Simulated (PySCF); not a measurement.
# C5H13ClSi2: what the fields show

```xyz
21

C    -2.6785   -0.8041    0.1485
C    -1.1739   -1.0332    0.2145
C    -0.4318    0.2394    0.6074
Si   -0.4173    1.6996   -0.6534
C     1.4690    1.8503   -0.3274
Si    1.4904    0.2277    0.6931
C     2.2803   -1.1882   -0.3161
Cl    2.0534   -2.7247    0.5587
H    -3.1957   -1.7107   -0.1585
H    -2.9080   -0.0136   -0.5638
H    -3.0600   -0.5049    1.1226
H    -0.8222   -1.3796   -0.7596
H    -0.9629   -1.8249    0.9379
H    -0.8361    0.5742    1.5662
H    -0.7234    1.2889   -2.0266
H    -1.2237    2.8684   -0.2977
H     1.7307    2.7226    0.2633
H     2.0989    1.8730   -1.2115
H     2.1233    0.2344    2.0160
H     3.3520   -1.0631   -0.4464
H     1.8264   -1.3147   -1.2952
```

Geometry: GFN2-xTB.

Method: PySCF 2.14.0, PBE0/pcSseg-1, SCF density, gas phase, non-relativistic.

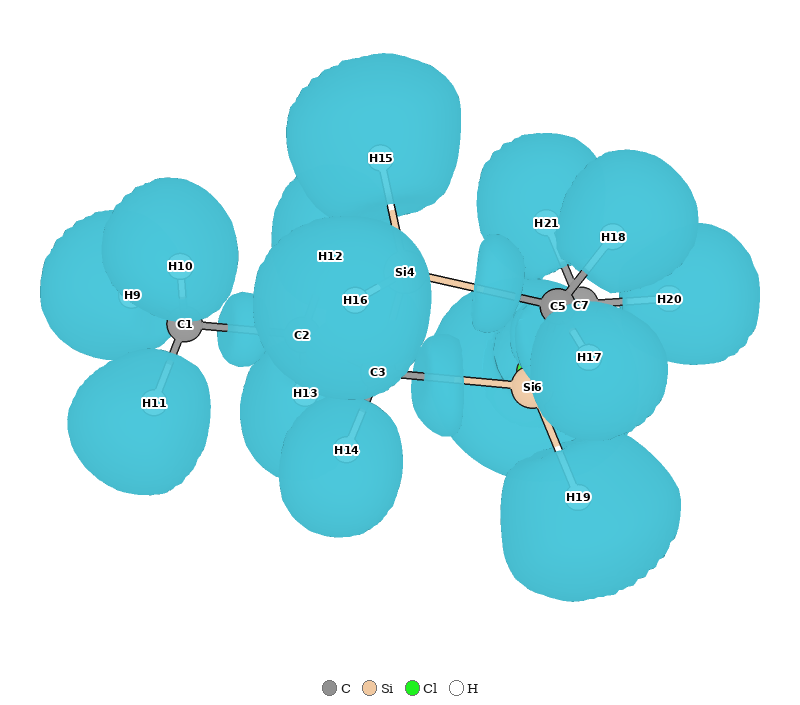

Figure 1. Isosurface of the electron localisation function at 0.8 (cyan), seen from one side. Only the valence region is drawn (cores and ρ < 0.01 e/Å³ removed).

Question: Where are the electrons localised?

Answer: The surface consists of two regions between bonded C–C atoms (shared pairs), one region between bonded C–Cl atoms (shared pairs), five regions between bonded C–Si atoms (shared pairs), 13 regions around hydrogen nuclei and one ring or bowl of non-bonding electrons around Cl.


C–C (1.52 Å): the ELF peaks at about 0.95 between the atoms (localised, covalent bonding). C–Cl (1.78 Å): the ELF peaks at about 0.90 between the atoms (a covalent bond).

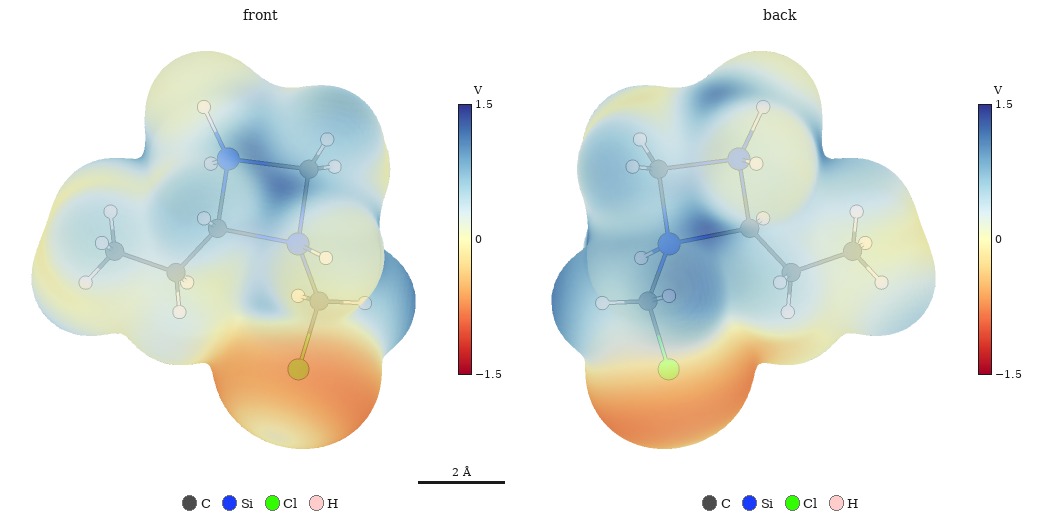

Figure 2. The molecular electrostatic potential painted on the density surface at 0.002 e/bohr³, seen from the front and from behind; the colour scale runs from red (negative) to blue (positive).

Question: Describe the electrostatic potential map.

Answer: The most negative region (about −0.8 V) lies over Cl8, the most positive (about +1.2 V) over Si4 and Si6.

Question: How polar is the molecule by this calculation?

Answer: Its dipole moment is 1.69 D.

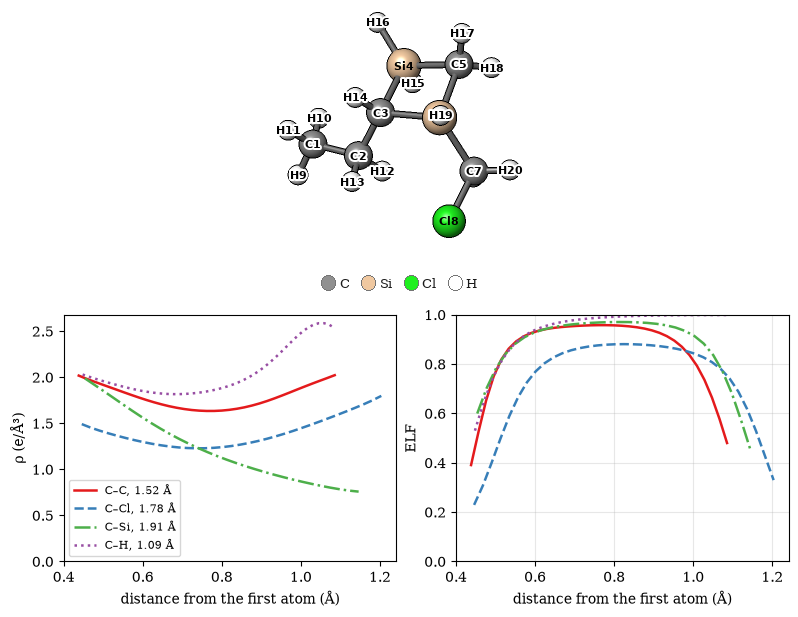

Figure 3. Electron density and ELF along straight lines between neighbouring atoms. The curves leave out the atomic cores. The structure is drawn too.

Question: Compare the contacts.

Answer: C–C (1.52 Å): the density is about 1.6 e/Å³ at the midpoint; the ELF peaks at about 0.95 between the atoms; a covalent bond.
C–Cl (1.78 Å): the density is about 1.3 e/Å³ at the midpoint; the ELF peaks at about 0.90 between the atoms, as expected for a covalent bond.
C–Si (1.91 Å): ρ at the midpoint is about 0.92 e/Å³; the ELF peaks at about 1 between the atoms (a shared electron pair).
C–H (1.09 Å): the density is about 1.9 e/Å³ at the midpoint; the ELF climbs to about 1 towards the hydrogen, as it does in any bond to H; an ordinary covalent bond to hydrogen.
